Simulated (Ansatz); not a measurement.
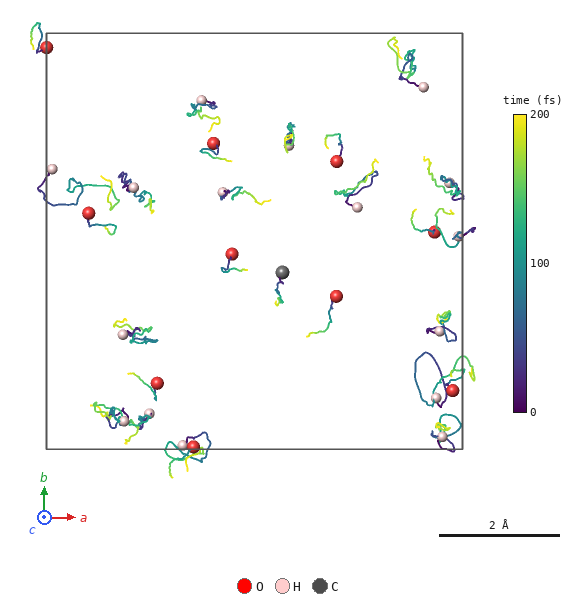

Molecular dynamics of a periodic cell with 8 H2O + 1 CO2 at 0.928 g/cm³, 200 fs long. It starts from the last geometry of an earlier run, with fresh velocities. Lines trace each atom's path, coloured by time; spheres stand at the starting positions. Seen along the c axis in the simulation cell.

Level of theory: DFT PBE-D3(BJ), scalar-relativistic, plane waves, PAW (Ansatz 0.2.0). Set-up: plane-wave cutoff 420 eV; k-point mesh 1 × 1 × 1; Fermi-Dirac smearing 0.02 eV; low-accuracy preset; Langevin thermostat (NVT); set temperature 250 K; time step 0.5 fs; friction 0.01 per fs.

Describe the motion.

Answer. Root-mean-square distances from the starting positions over the second half, with the common drift of all atoms taken out: H 0.56 Å, C 0.49 Å, O 0.49 Å. The heavy atoms stay within a fraction of a molecule's size of their starting places; so short a run doesn't tell a liquid from a solid. The mean temperature in the second half is 265 K (standard deviation 29 K). The potential energy in the second half lies on average 4.7 meV per atom below the first frame.

Limits of the set-up: the program's low-accuracy preset was used; the periodic images lie only 7.0 Å apart, so the values are limited by the cell's size.
